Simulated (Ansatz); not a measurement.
InHCl: frequency calculation

The run: frequency calculation of InHCl, multiplicity 2, SMILES [Cl][InH]. Method and program: HF/3-21G, UHF (Ansatz 0.2.0).

The geometry was optimised with HF/3-21G. Figures and captions count atoms from 1; the log counts them from 0 in places.

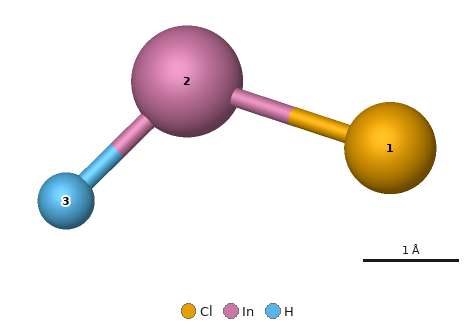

Fig. 1: The structure (ball-and-stick view, seen at a tilt; atoms are numbered from 1 in the order of the input). Sticks mark near contacts.

**Input file**
```yaml
crystal:
  periodic: [false, false, false]
  atoms:
    - {symbol: Cl, position_ang: [-1.690564, 0.392831, -0.890354]}
    - {symbol: In, position_ang: [0.442382, 0.563865, 0.306633]}
    - {symbol: H, position_ang: [1.237282, -1.021397, 0.570520]}
basis:
  gaussian: {orbitals: 3-21G.json}
magnetization: {spin_polarized: true, initial_magnetization: 1}
hamiltonian: {xc: hf}
phonons: {temperatures: {t_min: 298.15, t_max: 298.15, t_step: 1}}
```

Run as:
```bash
ansatz run molecule.yaml --threads 1 --pin off --max-ram 3480MiB --events-out events.jsonl --progress --plain --runs-dir runs
```

**The program's output**
```
Functional definition: HF
  name "HF"
  exchange = exact_x
  correlation = 0
620 factors; integrals over basis functions are off by at most 1.2e-4 eV
mean field evaluation 1: about -167974.9384 eV, gradient 1.1e1 eV
mean field evaluation 2: about -167974.9467 eV, gradient 1.1e1 eV
mean field evaluation 4: about -167975.9930 eV, gradient 1.2e0 eV
mean field evaluation 8: about -167976.0371 eV, gradient 1.1e-3 eV
mean field -167976.03744131 eV, -6173.0055177205 hartree, gradient 6.2e-5 eV, S^2 0.764702; 0 other end points of the search recorded, 0 dependent functions left out
the calculation of the forces begins
reference -167976.03744131 eV, -6173.0055177205 hartree; 34, 33 occupied and 14, 15 virtual orbitals, 620 factors
these checks for a lower state are left out or cut short: stability, starts, cluster_reference, orbital_swaps, neighbouring_geometries, increment
620 factors; integrals over basis functions are off by at most 1.2e-4 eV
mean field evaluation 16: about -167976.0374 eV, gradient 1.0e-5 eV
mean field -167976.03740541 eV, -6173.0055164014 hartree, gradient 2.0e-6 eV, S^2 0.764662; 0 other end points of the search recorded, 0 dependent functions left out
the calculation of the forces begins
reference -167976.03740541 eV, -6173.0055164014 hartree; 34, 33 occupied and 14, 15 virtual orbitals, 620 factors
these checks for a lower state are left out or cut short: stability, starts, cluster_reference, orbital_swaps, neighbouring_geometries, increment
620 factors; integrals over basis functions are off by at most 1.2e-4 eV
mean field -167976.03740805 eV, -6173.0055164981 hartree, gradient 2.1e-6 eV, S^2 0.764742; 0 other end points of the search recorded, 0 dependent functions left out
the calculation of the forces begins
reference -167976.03740805 eV, -6173.0055164981 hartree; 34, 33 occupied and 14, 15 virtual orbitals, 620 factors
these checks for a lower state are left out or cut short: stability, starts, cluster_reference, orbital_swaps, neighbouring_geometries, increment
620 factors; integrals over basis functions are off by at most 1.2e-4 eV
mean field evaluation 32: about -167976.0374 eV, gradient 1.0e-5 eV
mean field -167976.03744003 eV, -6173.0055176734 hartree, gradient 2.0e-6 eV, S^2 0.764704; 0 other end points of the search recorded, 0 dependent functions left out
the calculation of the forces begins
reference -167976.03744003 eV, -6173.0055176734 hartree; 34, 33 occupied and 14, 15 virtual orbitals, 620 factors
these checks for a lower state are left out or cut short: stability, starts, cluster_reference, orbital_swaps, neighbouring_geometries, increment
620 factors; integrals over basis functions are off by at most 1.2e-4 eV
mean field -167976.03744119 eV, -6173.0055177163 hartree, gradient 2.0e-6 eV, S^2 0.764700; 0 other end points of the search recorded, 0 dependent functions left out
the calculation of the forces begins
reference -167976.03744119 eV, -6173.0055177163 hartree; 34, 33 occupied and 14, 15 virtual orbitals, 620 factors
these checks for a lower state are left out or cut short: stability, starts, cluster_reference, orbital_swaps, neighbouring_geometries, increment
620 factors; integrals over basis functions are off by at most 1.2e-4 eV
mean field -167976.03739916 eV, -6173.0055161714 hartree, gradient 2.0e-6 eV, S^2 0.764660; 0 other end points of the search recorded, 0 dependent functions left out
the calculation of the forces begins
reference -167976.03739916 eV, -6173.0055161714 hartree; 34, 33 occupied and 14, 15 virtual orbitals, 620 factors
these checks for a lower state are left out or cut short: stability, starts, cluster_reference, orbital_swaps, neighbouring_geometries, increment
620 factors; integrals over basis functions are off by at most 1.2e-4 eV
mean field -167976.03739857 eV, -6173.0055161498 hartree, gradient 2.0e-6 eV, S^2 0.764744; 0 other end points of the search recorded, 0 dependent functions left out
the calculation of the forces begins
reference -167976.03739857 eV, -6173.0055161498 hartree; 34, 33 occupied and 14, 15 virtual orbitals, 620 factors
these checks for a lower state are left out or cut short: stability, starts, cluster_reference, orbital_swaps, neighbouring_geometries, increment
620 factors; integrals over basis functions are off by at most 1.2e-4 eV
mean field evaluation 64: about -167976.0374 eV, gradient 1.0e-5 eV
mean field -167976.03742796 eV, -6173.0055172301 hartree, gradient 2.0e-6 eV, S^2 0.764587; 0 other end points of the search recorded, 0 dependent functions left out
the calculation of the forces begins
reference -167976.03742796 eV, -6173.0055172301 hartree; 34, 33 occupied and 14, 15 virtual orbitals, 620 factors
these checks for a lower state are left out or cut short: stability, starts, cluster_reference, orbital_swaps, neighbouring_geometries, increment
620 factors; integrals over basis functions are off by at most 1.2e-4 eV
mean field -167976.03742581 eV, -6173.0055171511 hartree, gradient 2.1e-6 eV, S^2 0.764818; 0 other end points of the search recorded, 0 dependent functions left out
the calculation of the forces begins
reference -167976.03742581 eV, -6173.0055171511 hartree; 34, 33 occupied and 14, 15 virtual orbitals, 620 factors
these checks for a lower state are left out or cut short: stability, starts, cluster_reference, orbital_swaps, neighbouring_geometries, increment
620 factors; integrals over basis functions are off by at most 1.2e-4 eV
mean field -167976.03743359 eV, -6173.0055174370 hartree, gradient 2.1e-6 eV, S^2 0.764784; 0 other end points of the search recorded, 0 dependent functions left out
the calculation of the forces begins
reference -167976.03743359 eV, -6173.0055174370 hartree; 34, 33 occupied and 14, 15 virtual orbitals, 620 factors
these checks for a lower state are left out or cut short: stability, starts, cluster_reference, orbital_swaps, neighbouring_geometries, increment
620 factors; integrals over basis functions are off by at most 1.2e-4 eV
mean field -167976.03743154 eV, -6173.0055173616 hartree, gradient 2.0e-6 eV, S^2 0.764620; 0 other end points of the search recorded, 0 dependent functions left out
the calculation of the forces begins
reference -167976.03743154 eV, -6173.0055173616 hartree; 34, 33 occupied and 14, 15 virtual orbitals, 620 factors
these checks for a lower state are left out or cut short: stability, starts, cluster_reference, orbital_swaps, neighbouring_geometries, increment
620 factors; integrals over basis functions are off by at most 1.2e-4 eV
mean field evaluation 96: about -167976.0374 eV, gradient 1.0e-5 eV
mean field -167976.03742784 eV, -6173.0055172255 hartree, gradient 2.1e-6 eV, S^2 0.764816; 0 other end points of the search recorded, 0 dependent functions left out
the calculation of the forces begins
reference -167976.03742784 eV, -6173.0055172255 hartree; 34, 33 occupied and 14, 15 virtual orbitals, 620 factors
these checks for a lower state are left out or cut short: stability, starts, cluster_reference, orbital_swaps, neighbouring_geometries, increment
620 factors; integrals over basis functions are off by at most 1.2e-4 eV
mean field -167976.03742882 eV, -6173.0055172616 hartree, gradient 2.0e-6 eV, S^2 0.764589; 0 other end points of the search recorded, 0 dependent functions left out
the calculation of the forces begins
reference -167976.03742882 eV, -6173.0055172616 hartree; 34, 33 occupied and 14, 15 virtual orbitals, 620 factors
Total energy: -167976.03744131 eV, -6173.0055177205 hartree
Atom 0 at    -1.690564     0.392831    -0.890354 Å, force    -0.000433     0.000328    -0.000203 eV/Å
Atom 1 at     0.442382     0.563865     0.306633 Å, force     0.000086    -0.000612    -0.000020 eV/Å
Atom 2 at     1.237282    -1.021397     0.570520 Å, force     0.000346     0.000284     0.000223 eV/Å
Dipole moment:     0.833794     0.224488     0.485333 e Å
Vibrations: 333.41 461.05 1677.40 cm⁻¹, zero-point energy 0.153236 eV
```

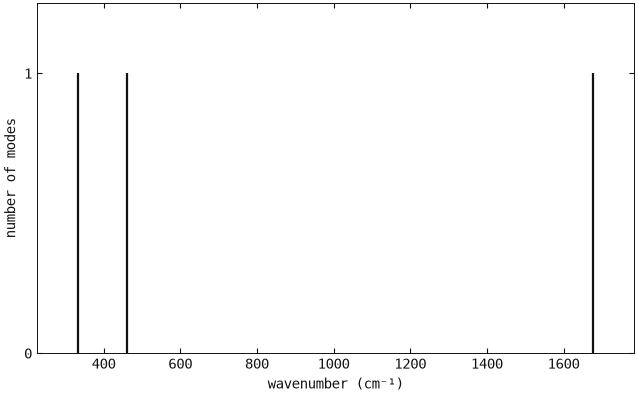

Fig. 2: Harmonic vibrational wavenumbers from the force constants; neighbouring modes closer than 6 cm⁻¹ are counted in one stick. 3 modes from 333 to 1677 cm⁻¹, none imaginary.

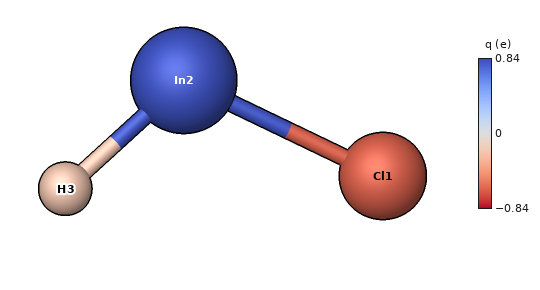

Fig. 3: Mulliken charges, as the colour of each atom (ball-and-stick view, seen at a tilt; atoms are numbered from 1 in the order of the input; Mulliken charges depend strongly on the basis). By element: Cl −0.61, In +0.80 and H −0.19 e.

**Key numbers**

- outcome: converged
- total energy: −6173.005518 hartree
- basis functions: 48
- largest force: 0.001 eV/Å
- ⟨S²⟩: 0.765
- zero-point energy: 0.005631 hartree
- dipole moment: 4.76 D
- wavenumbers, lowest and highest: 333 and 1677 cm⁻¹
- hardware: 1 thread of Arm Neoverse V2, 24 GiB of memory available, shared host
- wall time: 11 s
- peak memory: 0.13 GiB
